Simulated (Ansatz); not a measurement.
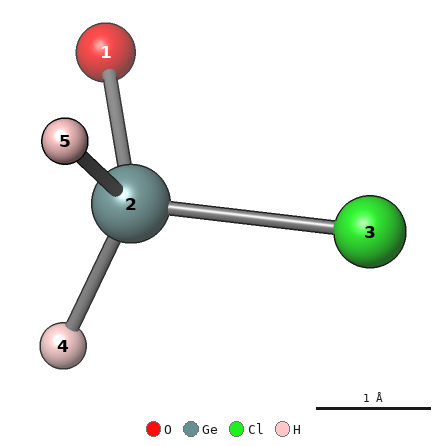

Simulated data, not a measurement (program: Ansatz).

Orthographic view. Distant atoms are faded towards the background colour. Charge 0, doublet. Geometry: atoms displaced at random (about 0.04 Å) from a stationary point of PBE0-D4.

Write a Z-matrix (Å, degrees) in the order of the atom numbers, with these reference atoms: 2 to 1; 3 to 2, 1; 4 to 2, 1, 3; 5 to 2, 4, 1.

```
O  
Ge   1   1.809
Cl   2   2.153   1   109.1
H    2   1.528   1   105.8   3  -120.0
H    2   1.561   4   120.3   1   119.2
```
